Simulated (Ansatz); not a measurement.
Cost and result by functional for the adsorption energy of NH3 on the 1x1 (110) surface of 3C silicon carbide (cut with top plane C + Si), one in a 2x2 cell, started at the site 'over Si at depth 1.5 Å', in Ansatz (plane waves, PAW). Single points on the PBE structure, on one kind of machine; costs are rough ratios of the slab run's core time (references not counted) to the cheapest single point. r2SCAN's cost holds its higher cutoff (500 against 420 eV). Differences are taken against HSE06 for comparison alone: no measured value is at hand, so the table doesn't rank accuracy. HSE06 ran on a coarser k-mesh, which lowers its cost and may carry part of its shift.

Host crystal: 3C silicon carbide, with a band gap (PBE, scalar-relativistic without spin-orbit coupling).

Slab: 52 atoms, 7.7 Å thick at the start under the adsorbate (thin: gaps and levels are the slab's own); k 3x3x1, smearing 0.01 eV, dipole-corrected; 24 atoms held, the rest relaxed; no symmetry held; no spin, no spin-orbit, no U, no dispersion correction. At the end it is bonded to Si. In PBE it is, or lies within 0.03 eV of, the lowest of the starts that converged. These notes are the PBE run's. Adsorption energies are against NH3(g). A negative adsorption energy means that the adsorbate is more stable on the surface than in its reference.

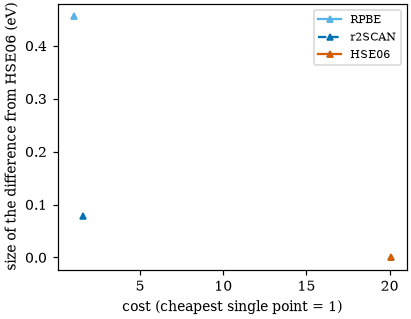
Fig. 1. Difference from HSE06 against cost

| functional | relative cost | adsorption energy (eV) | less HSE06 (eV) |
|---|---|---|---|
| RPBE | 1 | -1.57 | 0.46 |
| r2SCAN | 2 | -2.11 | -0.08 |
| HSE06 | 20 | -2.03 | 0.00 |
| PBE (the relaxed run's value) | – | -1.90 | 0.13 |

The values span 0.54 eV, while the single points' costs differ by a factor of roughly 20. Differences are of unrounded values.

Ansatz is a first-principles code.
